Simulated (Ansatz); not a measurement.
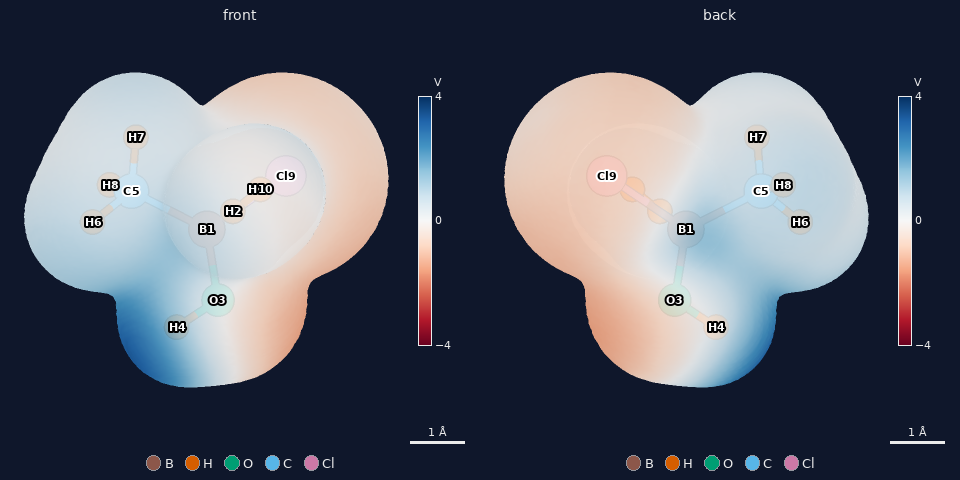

Figure. CH4BClO···H2. The molecular electrostatic potential painted on the density surface at 0.002 e/bohr³, seen from the front and from behind; the colour scale runs from red (negative) to blue (positive).

Not at a stationary point (largest force 1.6 eV/Å).

These are results of RHF/def2-SVP in Ansatz 0.2.0, not measurements.

```
atom    x (Å)    y (Å)    z (Å)
   B   0.1346   0.5557  -0.4113
   H  -0.1637  -0.0986   1.8799
   O   1.2681  -0.1472  -0.4964
   H   1.1551  -1.0420  -0.7769
   C  -1.2901   0.0336  -0.8291
   H  -1.3698  -1.0559  -0.7917
   H  -2.0782   0.4658  -0.2130
   H  -1.4841   0.3465  -1.8605
  Cl   0.3313   2.3090   0.0880
   H  -0.1281   0.6045   1.9701
```

> Where is the surface potential most negative and most positive?

The most negative region (about −1.5 V) lies over O3, the most positive (about +3.2 V) over H4. O3 is the likeliest acceptor of a hydrogen bond.
